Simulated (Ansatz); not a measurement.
# How W(110) screens a field

Where does the screening charge of W(110) sit?

Calculated with Ansatz 0.2.0; plane-wave DFT, PBE, Ansatz PAW.

## Step 1: The structure

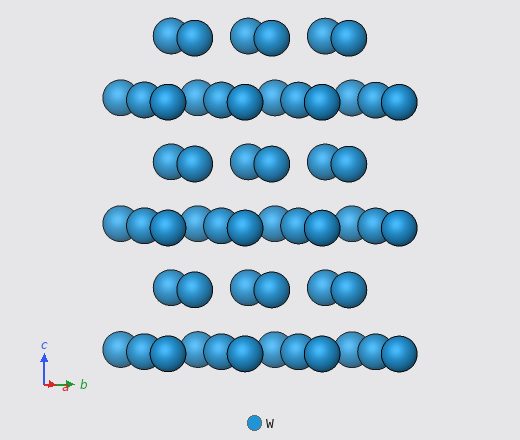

The cell as given, from the side, with the c axis up (tungsten blue). 2×3×1 cells are drawn. Some periodic images of atoms are drawn too.

The cell holds 6 atoms: 6 W. Its edges and angles: a = 2.737 Å, b = 2.737 Å, c = 29.172 Å, α = 90.0°, β = 90.0°, γ = 70.5°. Vacuum lies along c.

## Step 2: Atoms held, field 0

A sawtooth potential applies the field, turning back in the middle of the vacuum. With the dipole correction the typed value is the field outside the slab. The induced dipole is small, so the SCF threshold is tight.

Contents of input.yaml:

```yaml
crystal:
  lattice:
    - [2.2344574285, -1.58, 0.0]
    - [2.2344574285, 1.58, 0.0]
    - [0.0, 0.0, 29.1722871427]
  atoms:
    - { symbol: W, position: [0.0, 0.0, 0.3085119777] }
    - { symbol: W, position: [0.5, 0.5, 0.3851071866] }
    - { symbol: W, position: [0.0, 0.0, 0.4617023955] }
    - { symbol: W, position: [0.5, 0.5, 0.5382976045] }
    - { symbol: W, position: [0.0, 0.0, 0.6148928134] }
    - { symbol: W, position: [0.5, 0.5, 0.6914880223] }
kpoints:
  mp_grid: { grid: [20, 20, 1] }
hamiltonian:
  xc: pbe
scf:
  occupations: { method: fermi_dirac, width: 0.1 }
  convergence: { dr2_threshold: 1.0e-10 }
efield:
  axis: 3
  dipole_correction: true
  ramp_position: 0.97
  ramp_width: 0.06
  amplitude: 0
output:
  forces: true
  write_potential: true
  write_density: true
  volumetric_format: npy
```

Command:

```sh
> ansatz run input.yaml --threads 2 --pin off --max-ram 3072MiB --backend cpu --events-out ev --progress --plain --runs-dir out
```

Numbers of over 12 decimals in the logs are rounded to 6 here.

Output:

```text
Engine: ansatz 0.2.0, x86_64-unknown-linux-gnu
Pseudopotentials: kind: paw
Pseudopotential: W, paw, valence charge 14, recommended cutoff 420 eV (normal), W.paw.azcp
Functional definition: PBE
  parameter kappa = 0.804
  parameter beta = 0.066725
  exchange = pbe_x(kappa = kappa, mu = beta*pi^2/3)
  correlation = pbe_c(beta = beta)
Crystal: 6 atoms, lattice volume = 205.982 Å³
Basis set: ecut = 420 eV, 4111 PW (Γ), exchange–correlation on 40×40×400 points (8 copies of the dense FFT grid, shifted against one another)
Bands: 51, of which v1, the nominal top of the filled ones, is band 42 counted from 1 (41 counted from 0)
Symmetry: 4 space group operations
k-points: 111 of 400
Non-local potential: W, projectors of the file, l = 0: 3, l = 1: 2, l = 2: 2, l = 3: 1
PAW form: soft (Blöchl's): semilocal exchange-correlation on the pseudo side does not see the compensation charge
PAW one-centre angular grid: W, 590 points (default); XC on 64 Gauss nodes
Initial density: superposition of atomic densities (neutral atoms: chi_scale 0, normalization atom), corrected by the library's trained network
Initial wavefunctions: pseudopotential atomic-orbital guess
Functional: x = pbe(κ = 0.804, μ = 0.219515), c = pbe(β = 0.066725)
SCF iter   1: F=—  HF=-62306.123355 eV  |F-HF|=—  |Δ(HF+E_count)|=         —  Δρ=5.85e-3  dr2=4.84e-1  ethr=1.77e-3  p=0.000 e·Å  D=9.65e-14 V/Å  ΔV_dip=-0.00 eV  dr2_dipole=3.84e-7  V_vac-E_F(+/−)=4.97/4.97 eV  ⟨swp⟩=7.1  Hψ=56570  notcnv=0  defer=139
efield: sawtooth ramp at fractional position 0.9700 (set: `efield.ramp_position`, or a place that a band, a saddle search or an elastic batch's reference lends), width 0.0600; the density the first Hamiltonian is built on has a dipole p = 0.000 e·Å; the dipole correction subtracts the counter field D = 9.65e-14 V/Å, which shifts the + side's vacuum level by -0.00 eV against the − side's; the planar-averaged density in the ramp window peaks in size at 1.4e-5 e/Å³
automatic band count: the SCF goes on with 60 bands, as 51 were too few: the levels above may hold too much charge
preconditioner: auto → LDOS  [metal: Δε(μ)=0.016 eV  Ē_g=6.341 eV  σ=0.100 eV  W_gap=0.04  n_scr=20 (ndim 8)  ℏωp=15.5 eV  f_vac=0.483  D(μ)=3.90/eV (n_scr^D=16)  β→1.0]
SCF iter   2: F=—  HF=-62306.106551 eV  |F-HF|=—  |Δ(HF+E_count)|=   1.68e-2  Δρ=2.96e-3  dr2=9.14e-2  ethr=5.77e-4  p=-0.000 e·Å  D=-1.91e-6 V/Å  ΔV_dip=0.00 eV  dr2_dipole=3.63e-7  V_vac-E_F(+/−)=4.88/4.88 eV  ⟨swp⟩=2.0  Hψ=9401  notcnv=0  defer=286
SCF iter   3: F=—  HF=-62306.097605 eV  |F-HF|=—  |Δ(HF+E_count)|=   8.95e-3  Δρ=5.19e-4  dr2=3.12e-3  ethr=1.09e-4  p=-0.000 e·Å  D=-2.41e-6 V/Å  ΔV_dip=0.00 eV  dr2_dipole=3.82e-8  V_vac-E_F(+/−)=4.90/4.90 eV  ⟨swp⟩=2.0  Hψ=8217  notcnv=0  defer=286
SCF iter   4: F=—  HF=-62306.097319 eV  |F-HF|=—  |Δ(HF+E_count)|=   2.85e-4  Δρ=1.69e-4  dr2=1.75e-4  ethr=3.71e-6  p=-0.000 e·Å  D=-1.76e-6 V/Å  ΔV_dip=0.00 eV  dr2_dipole=1.92e-9  V_vac-E_F(+/−)=4.90/4.90 eV  ⟨swp⟩=2.7  Hψ=8855  notcnv=0  defer=286
SCF iter   5: F=—  HF=-62306.097298 eV  |F-HF|=—  |Δ(HF+E_count)|=   2.07e-5  Δρ=5.71e-5  dr2=4.78e-6  ethr=2.08e-7  p=-0.000 e·Å  D=-1.24e-6 V/Å  ΔV_dip=0.00 eV  dr2_dipole=4.87e-10  V_vac-E_F(+/−)=4.90/4.90 eV  ⟨swp⟩=3.0  Hψ=9838  notcnv=0  defer=286
SCF iter   6: F=—  HF=-62306.097205 eV  |F-HF|=—  |Δ(HF+E_count)|=   9.33e-5  Δρ=1.71e-5  dr2=9.31e-7  ethr=5.70e-9  p=-0.000 e·Å  D=-5.28e-7 V/Å  ΔV_dip=0.00 eV  dr2_dipole=3.66e-13  V_vac-E_F(+/−)=4.90/4.90 eV  ⟨swp⟩=3.0  Hψ=10202  notcnv=0  defer=239
SCF iter   7: F=—  HF=-62306.097206 eV  |F-HF|=—  |Δ(HF+E_count)|=   9.07e-7  Δρ=5.17e-6  dr2=5.52e-8  ethr=1.11e-9  p=-0.000 e·Å  D=-2.34e-7 V/Å  ΔV_dip=0.00 eV  dr2_dipole=1.02e-11  V_vac-E_F(+/−)=4.90/4.90 eV  ⟨swp⟩=2.9  Hψ=10407  notcnv=0  defer=232
SCF iter   8: F=—  HF=-62306.097206 eV  |F-HF|=—  |Δ(HF+E_count)|=   9.39e-8  Δρ=1.49e-6  dr2=4.41e-9  ethr=6.57e-11  p=-0.000 e·Å  D=-9.96e-8 V/Å  ΔV_dip=0.00 eV  dr2_dipole=1.28e-12  V_vac-E_F(+/−)=4.90/4.90 eV  ⟨swp⟩=3.1  Hψ=12110  notcnv=0  defer=222
SCF iter   9: F=—  HF=-62306.097206 eV  |F-HF|=—  |Δ(HF+E_count)|=   1.89e-8  Δρ=3.67e-7  dr2=3.83e-10  ethr=5.25e-12  p=-0.000 e·Å  D=-3.35e-8 V/Å  ΔV_dip=0.00 eV  dr2_dipole=3.44e-15  V_vac-E_F(+/−)=4.90/4.90 eV  ⟨swp⟩=2.9  Hψ=10952  notcnv=0  defer=222
SCF iter  10: F=-62306.097206 eV  HF=-62306.097206 eV  |F-HF|=1.31e-10  |Δ(HF+E_count)|=   2.29e-9  Δρ=9.61e-8  dr2=3.35e-11  ethr=1.00e-12  p=-0.000 e·Å  D=-1.31e-8 V/Å  ΔV_dip=0.00 eV  dr2_dipole=5.48e-16  V_vac-E_F(+/−)=4.90/4.90 eV  ⟨swp⟩=19.1  Hψ=41958  notcnv=0
SCF 1 converged in 10 iterations: F = -62306.097206 eV  dr2 = 3.35e-11
  greatest PAW one-centre occupation: 1.000 electrons in one spin orbital (limit 2), on the W atom at site 5 (counted from 0), in its partial waves of l = 0
WARN: The output density's exchange-correlation potential varies sharply where the density is thin. Do not read a vacuum level from v_tot or v_xc, or from such a field of the output density. On a cell that repeats whose density bears no net charge and no dipole along the vacuum's axis use v_es (v_loc + v_h of the components); under efield.dipole_correction with no amplitude use v_es + v_field, which holds any externa [...]
SCF converged after 10 iterations
Free energy (F): -62306.097206 eV
Harris-Foulkes:  -62306.097206 eV  (|F-HF|=1.31e-10)
Internal energy: -62305.970606 eV  (E = F + TS)
E sigma→0 (E₀):  -62306.033906 eV
Entropy (-TS):   -0.126600 eV (-21.100 meV/atom)
Fermi energy:    7.883462 eV
Dipole field:    D = 0.000000 V/Å  (p = 0.000000 e·Å, saw-weighted, corrected)
Work function:   Φ+ = 4.8995 eV   Φ− = 4.8995 eV
Levels:          The Fermi level and band energies are counted from a zero that moves with the ramp; work functions are not
--- Per-component energies (eV) ---
  E_band       = -1718.114701
  E_kinetic    = 2693.599484
  E_local      = -133772.439443  (includes V_loc(G=0)·N_el)
  E_nonlocal   = 5.172963
  E_hartree    = 65766.378470
  E_xc         = -1597.759691
  E_vxc        = -1427.605255  (∫ρ·V_xc dr)
  E_paw        = -51374.873288  (= ΣΔE_a)
  E_vpaw       = -749.599315  (= ΣTr[D̂ρ^β])
  E_aug_tail   = -0.000348  (compensation charges beyond the density's cutoff)
  E_efield     = 0.000000  (sawtooth field / dipole correction)
  E_vefield    = 0.000000  (∫n·V_field dr)
  E_ewald      = 55973.951246
  E_smearing   = -0.126600  (= −TS)
  E_closure    = -0.000000  (closes the sum)
  Σ components = -62306.097206   (vs F -62306.097206, Δ=0.00e0)
--- Forces (eV/Å), atoms counted from 1 ---
  atom   1  W      0.00000000    -0.00000000     0.37807698
  atom   2  W     -0.00000000     0.00000000    -0.71756952
  atom   3  W     -0.00000000     0.00000000     0.07294540
  atom   4  W     -0.00000000     0.00000000    -0.07294514
  atom   5  W     -0.00000000     0.00000000     0.71756919
  atom   6  W     -0.00000000    -0.00000000    -0.37807680
  max |Σ_I F_I| component: 1.08e-7 eV/Å
--- Band table (eV; the first three rows and the last of 111) ---
  k-point 0: bands = [... 38 lower, 6.5346, 6.6070, 6.8232, 6.8820, 7.6958, 7.8510, 8.4627, 8.9617, ... 14 higher]
  k-point 1: bands = [... 38 lower, 6.4987, 6.6351, 6.7390, 6.9640, 7.7326, 7.7862, 8.2838, 9.0544, ... 14 higher]
  k-point 2: bands = [... 38 lower, 6.3601, 6.4677, 6.8993, 7.1003, 7.4937, 7.7991, 8.0918, 9.2567, ... 14 higher]
  k-point 110: bands = [... 38 lower, 8.1482, 8.4071, 8.5147, 8.9384, 8.9715, 9.6179, 9.6417, 10.3238, ... 14 higher]
```

The job ended after 24 s (2 threads of AMD EPYC 9R45 (Zen 5), shared host; peak memory 1.2 GiB).

Reading the cycles: dr2 is the Hartree energy of the density residual (eV), the measure of convergence; HF is the Harris–Foulkes estimate of the energy, which meets the free energy F at convergence.

Numbers from this step:

```
energy at zero smearing   : -62306.0339 eV
work function, upper face : 4.900 eV
dipole along the normal   : 2.04e-8 e·Å
```

Running mean over 2.234 Å of the planar mean; the ramp of the sawtooth is left out. The electron's electrostatic potential energy less the Fermi level by z:

```tsv
z (Å)	electron's electrostatic potential energy less the Fermi level (eV)
5.0	4.89
7.5	-0.128
10.0	-12.6
12.5	-12.8
15.0	-12.7
17.5	-12.8
20.0	-12.4
22.5	4.16
25.0	4.90
```

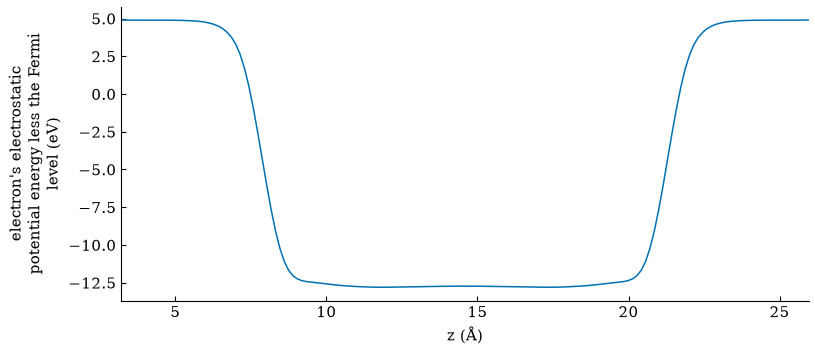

Electron's electrostatic potential energy less the Fermi level, plotted against z.

Force by atom:

```tsv
atom	x (eV/Å)	y (eV/Å)	z (eV/Å)	size
W1	0.000	0.000	0.378	0.378
W2	0.000	0.000	-0.718	0.718
W3	0.000	0.000	0.073	0.073
W4	0.000	0.000	-0.073	0.073
W5	0.000	0.000	0.718	0.718
W6	0.000	0.000	-0.378	0.378
```

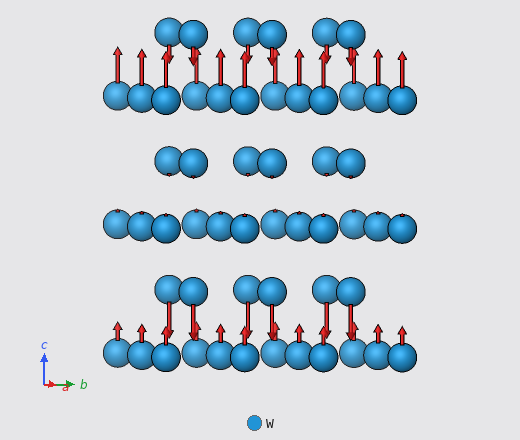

Force as arrows, the longest 0.718 eV/Å. 2×3×1 cells are drawn. Some periodic images of atoms are drawn too.

The work function of the upper face is 4.90 eV.

## Step 3: Atoms held, field 0.05 V/Å

Edit input.yaml of step 2 so:

```diff
@@ -24,3 +24,3 @@
   ramp_width: 0.06
-  amplitude: 0
+  amplitude: 0.05
 output:
```

Output:

```text
[...]
Crystal: 6 atoms, lattice volume = 205.982 Å³
Basis set: ecut = 420 eV, 4111 PW (Γ), exchange–correlation on 40×40×400 points (8 copies of the dense FFT grid, shifted against one another)
Bands: 51, of which v1, the nominal top of the filled ones, is band 42 counted from 1 (41 counted from 0)
Symmetry: 4 space group operations
k-points: 111 of 400
[...]
k-point 0: bands = [... 38 lower, 6.5345, 6.6069, 6.8231, 6.8819, 7.6957, 7.8509, 8.4627, 8.9616, ... 14 higher]
  k-point 1: bands = [... 38 lower, 6.4985, 6.6350, 6.7388, 6.9639, 7.7324, 7.7861, 8.2838, 9.0543, ... 14 higher]
  k-point 2: bands = [... 38 lower, 6.3599, 6.4676, 6.8992, 7.1001, 7.4935, 7.7990, 8.0917, 9.2566, ... 14 higher]
  k-point 110: bands = [... 38 lower, 8.1480, 8.4070, 8.5146, 8.9383, 8.9714, 9.6178, 9.6416, 10.3237, ... 14 higher]
[key lines of the parts left out:]
SCF converged after 13 iterations
Free energy (F): -62306.097945 eV
Fermi energy:    7.883334 eV
Dipole field:    D = 0.025949 V/Å  (p = 0.029538 e·Å, saw-weighted, corrected)
```

It took 27 s on 2 threads; peak memory 1.1 GiB.

The dipole is 0.0295 e·Å.

## Step 4: Single point, field -0.05 V/Å

Edit input.yaml of step 3 so:

```diff
@@ -24,3 +24,3 @@
   ramp_width: 0.06
-  amplitude: 0.05
+  amplitude: -0.05
 output:
```

Output:

```text
[...]
Crystal: 6 atoms, lattice volume = 205.982 Å³
Basis set: ecut = 420 eV, 4111 PW (Γ), exchange–correlation on 40×40×400 points (8 copies of the dense FFT grid, shifted against one another)
Bands: 51, of which v1, the nominal top of the filled ones, is band 42 counted from 1 (41 counted from 0)
Symmetry: 4 space group operations
k-points: 111 of 400
[...]
k-point 0: bands = [... 38 lower, 6.5345, 6.6069, 6.8231, 6.8819, 7.6957, 7.8509, 8.4627, 8.9616, ... 14 higher]
  k-point 1: bands = [... 38 lower, 6.4985, 6.6350, 6.7388, 6.9639, 7.7324, 7.7861, 8.2838, 9.0543, ... 14 higher]
  k-point 2: bands = [... 38 lower, 6.3599, 6.4676, 6.8992, 7.1001, 7.4935, 7.7990, 8.0917, 9.2566, ... 14 higher]
  k-point 110: bands = [... 38 lower, 8.1480, 8.4070, 8.5146, 8.9383, 8.9714, 9.6178, 9.6416, 10.3237, ... 14 higher]
[key lines of the parts left out:]
SCF converged after 13 iterations
Free energy (F): -62306.097945 eV
Fermi energy:    7.883335 eV
Dipole field:    D = -0.025949 V/Å  (p = -0.029538 e·Å, saw-weighted, corrected)
```

Elapsed: 27 s, on 2 threads; peak memory 1.2 GiB; 53 s of CPU time.

The dipole is -0.0295 e·Å.

## Step 5: Atoms held, field 0.1 V/Å

Edit input.yaml of step 4 so:

```diff
@@ -24,3 +24,3 @@
   ramp_width: 0.06
-  amplitude: -0.05
+  amplitude: 0.1
 output:
```

Output:

```text
[...]
Crystal: 6 atoms, lattice volume = 205.982 Å³
Basis set: ecut = 420 eV, 4111 PW (Γ), exchange–correlation on 40×40×400 points (8 copies of the dense FFT grid, shifted against one another)
Bands: 51, of which v1, the nominal top of the filled ones, is band 42 counted from 1 (41 counted from 0)
Symmetry: 4 space group operations
k-points: 111 of 400
[...]
k-point 0: bands = [... 38 lower, 6.5340, 6.6065, 6.8227, 6.8815, 7.6953, 7.8503, 8.4624, 8.9612, ... 14 higher]
  k-point 1: bands = [... 38 lower, 6.4982, 6.6346, 6.7384, 6.9635, 7.7318, 7.7858, 8.2836, 9.0539, ... 14 higher]
  k-point 2: bands = [... 38 lower, 6.3596, 6.4672, 6.8988, 7.0998, 7.4929, 7.7988, 8.0914, 9.2562, ... 14 higher]
  k-point 110: bands = [... 38 lower, 8.1477, 8.4066, 8.5142, 8.9379, 8.9711, 9.6174, 9.6413, 10.3233, ... 14 higher]
[key lines of the parts left out:]
SCF converged after 13 iterations
Free energy (F): -62306.100160 eV
Fermi energy:    7.882963 eV
Dipole field:    D = 0.051899 V/Å  (p = 0.059079 e·Å, saw-weighted, corrected)
```

The job ended after 27 s (2 threads; peak memory 1.2 GiB; 54 s of CPU time).

The dipole is 0.0591 e·Å.

## Step 6: Atoms held, field -0.1 V/Å

Edit input.yaml of step 5 so:

```diff
@@ -24,3 +24,3 @@
   ramp_width: 0.06
-  amplitude: 0.1
+  amplitude: -0.1
 output:
```

Output:

```text
[...]
Crystal: 6 atoms, lattice volume = 205.982 Å³
Basis set: ecut = 420 eV, 4111 PW (Γ), exchange–correlation on 40×40×400 points (8 copies of the dense FFT grid, shifted against one another)
Bands: 51, of which v1, the nominal top of the filled ones, is band 42 counted from 1 (41 counted from 0)
Symmetry: 4 space group operations
k-points: 111 of 400
[...]
k-point 0: bands = [... 38 lower, 6.5340, 6.6065, 6.8227, 6.8815, 7.6953, 7.8503, 8.4624, 8.9612, ... 14 higher]
  k-point 1: bands = [... 38 lower, 6.4982, 6.6346, 6.7384, 6.9635, 7.7318, 7.7858, 8.2836, 9.0539, ... 14 higher]
  k-point 2: bands = [... 38 lower, 6.3596, 6.4672, 6.8988, 7.0998, 7.4929, 7.7988, 8.0914, 9.2562, ... 14 higher]
  k-point 110: bands = [... 38 lower, 8.1477, 8.4066, 8.5142, 8.9379, 8.9711, 9.6174, 9.6413, 10.3233, ... 14 higher]
[key lines of the parts left out:]
SCF converged after 13 iterations
Free energy (F): -62306.100160 eV
Fermi energy:    7.882963 eV
Dipole field:    D = -0.051900 V/Å  (p = -0.059079 e·Å, saw-weighted, corrected)
```

The job ended after 27 s (2 threads; peak memory 1.2 GiB; 54 s of CPU time).

The dipole is -0.0591 e·Å.

## Step 7: Atoms held, field 0.2 V/Å

Edit input.yaml of step 6 so:

```diff
@@ -24,3 +24,3 @@
   ramp_width: 0.06
-  amplitude: -0.1
+  amplitude: 0.2
 output:
```

Output:

```text
[...]
Crystal: 6 atoms, lattice volume = 205.982 Å³
Basis set: ecut = 420 eV, 4111 PW (Γ), exchange–correlation on 40×40×400 points (8 copies of the dense FFT grid, shifted against one another)
Bands: 51, of which v1, the nominal top of the filled ones, is band 42 counted from 1 (41 counted from 0)
Symmetry: 4 space group operations
k-points: 111 of 400
[...]
k-point 0: bands = [... 38 lower, 6.5322, 6.6050, 6.8211, 6.8800, 7.6938, 7.8482, 8.4616, 8.9597, ... 14 higher]
  k-point 1: bands = [... 38 lower, 6.4967, 6.6331, 6.7367, 6.9621, 7.7294, 7.7846, 8.2827, 9.0524, ... 14 higher]
  k-point 2: bands = [... 38 lower, 6.3581, 6.4656, 6.8972, 7.0983, 7.4904, 7.7978, 8.0903, 9.2547, ... 14 higher]
  k-point 110: bands = [... 38 lower, 8.1462, 8.4051, 8.5127, 8.9364, 8.9696, 9.6159, 9.6398, 10.3218, ... 14 higher]
[key lines of the parts left out:]
SCF converged after 13 iterations
Free energy (F): -62306.109022 eV
Fermi energy:    7.881472 eV
Dipole field:    D = 0.103812 V/Å  (p = 0.118172 e·Å, saw-weighted, corrected)
```

Run time: 28 s. Hardware: 2 threads; peak memory 1.2 GiB.

The dipole is 0.118 e·Å.

## Step 8: Single point, field -0.2 V/Å

Edit input.yaml of step 7 so:

```diff
@@ -24,3 +24,3 @@
   ramp_width: 0.06
-  amplitude: 0.2
+  amplitude: -0.2
 output:
```

Output:

```text
[...]
Crystal: 6 atoms, lattice volume = 205.982 Å³
Basis set: ecut = 420 eV, 4111 PW (Γ), exchange–correlation on 40×40×400 points (8 copies of the dense FFT grid, shifted against one another)
Bands: 51, of which v1, the nominal top of the filled ones, is band 42 counted from 1 (41 counted from 0)
Symmetry: 4 space group operations
k-points: 111 of 400
[...]
k-point 0: bands = [... 38 lower, 6.5322, 6.6050, 6.8211, 6.8800, 7.6938, 7.8482, 8.4616, 8.9597, ... 14 higher]
  k-point 1: bands = [... 38 lower, 6.4967, 6.6331, 6.7367, 6.9621, 7.7294, 7.7846, 8.2827, 9.0524, ... 14 higher]
  k-point 2: bands = [... 38 lower, 6.3581, 6.4656, 6.8972, 7.0983, 7.4904, 7.7978, 8.0903, 9.2547, ... 14 higher]
  k-point 110: bands = [... 38 lower, 8.1462, 8.4051, 8.5127, 8.9364, 8.9696, 9.6159, 9.6398, 10.3218, ... 14 higher]
[key lines of the parts left out:]
SCF converged after 13 iterations
Free energy (F): -62306.109022 eV
Fermi energy:    7.881472 eV
Dipole field:    D = -0.103812 V/Å  (p = -0.118172 e·Å, saw-weighted, corrected)
```

Wall time 28 s (2 threads); peak memory 1.2 GiB.

The dipole is -0.118 e·Å.

(Part 1 of 2 ends here.)

[Logs are printed without paths, hosts, clocks, repeated set-up lines and the standing remarks that a program may print on its own settings, such as how far it seeks lower states.]

[Hosts, paths, dates, database ids (printed as entryN), source tags and the programs' standing remarks are cut or masked in the printed files.]

[Maps of the electrostatic potential energy from Ansatz leave out the sawtooth potential of an applied field or a dipole correction, so their vacuum need not be flat; planar profiles and work functions include it.]
